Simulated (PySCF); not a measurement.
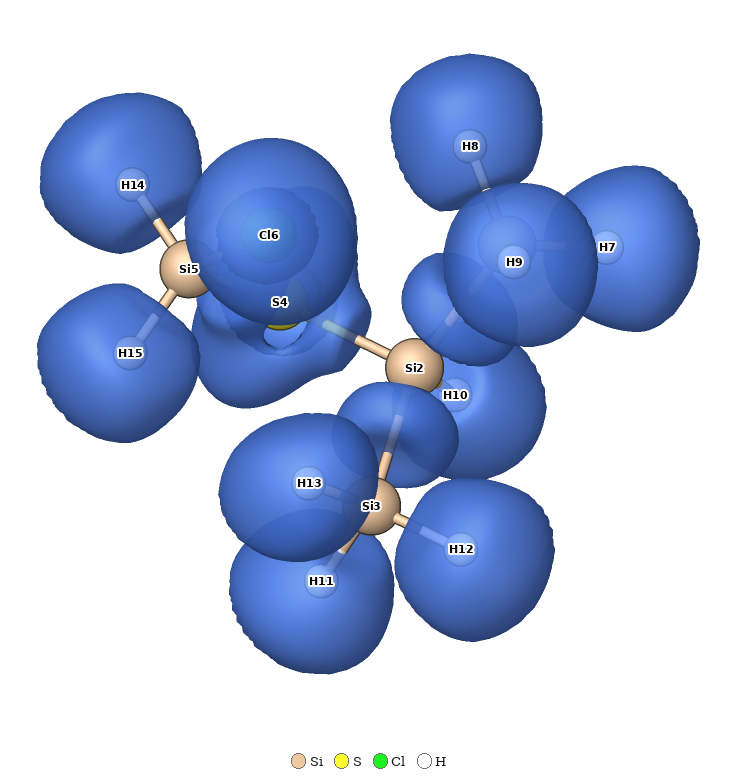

Figure. ClH9SSi4 (SMILES [SiH3][SiH]([SiH3])S[SiH2]Cl). Isosurface of the ELF at 0.75 (blue), seen across its widest extent. Core shells and regions of very low density are left out.

Geometry: GFN2-xTB.

Method: PySCF, CAM-B3LYP/def2-SVPD, SCF density, gas phase.

```json
{"atom": "Si", "x (Å)": "1.4285", "y (Å)": "1.9339", "z (Å)": "-0.2106"}
{"atom": "Si", "x (Å)": "0.7476", "y (Å)": "-0.0902", "z (Å)": "-1.1510"}
{"atom": "Si", "x (Å)": "0.9126", "y (Å)": "-2.0796", "z (Å)": "0.0488"}
{"atom": "S", "x (Å)": "-1.3465", "y (Å)": "0.1244", "z (Å)": "-1.8595"}
{"atom": "Si", "x (Å)": "-2.5807", "y (Å)": "0.1340", "z (Å)": "-0.1414"}
{"atom": "Cl", "x (Å)": "-1.6074", "y (Å)": "0.9512", "z (Å)": "1.4437"}
{"atom": "H", "x (Å)": "2.6933", "y (Å)": "2.3640", "z (Å)": "-0.8149"}
{"atom": "H", "x (Å)": "0.4740", "y (Å)": "3.0321", "z (Å)": "-0.3667"}
{"atom": "H", "x (Å)": "1.6816", "y (Å)": "1.7501", "z (Å)": "1.2209"}
{"atom": "H", "x (Å)": "1.3190", "y (Å)": "-0.2572", "z (Å)": "-2.4946"}
{"atom": "H", "x (Å)": "0.5663", "y (Å)": "-3.2892", "z (Å)": "-0.7020"}
{"atom": "H", "x (Å)": "2.2994", "y (Å)": "-2.2214", "z (Å)": "0.4988"}
{"atom": "H", "x (Å)": "0.0603", "y (Å)": "-2.0741", "z (Å)": "1.2423"}
{"atom": "H", "x (Å)": "-3.7265", "y (Å)": "0.9587", "z (Å)": "-0.4720"}
{"atom": "H", "x (Å)": "-2.9258", "y (Å)": "-1.2288", "z (Å)": "0.2307"}
```

> What do the ELF domains correspond to?

The surface consists of two regions between bonded Si–Si atoms (shared pairs), nine regions around hydrogen nuclei, one region on Cl in which the atom's valence shell and bonds are merged and one region on S in which the atom's valence shell and bonds are merged. Profiles from the grid: Si–Cl (2.03 Å): the ELF peaks at about 0.90 between the atoms: a polar covalent bond. Si–S (2.12 Å): the ELF peaks at about 0.90 between the atoms, as expected for a shared electron pair.
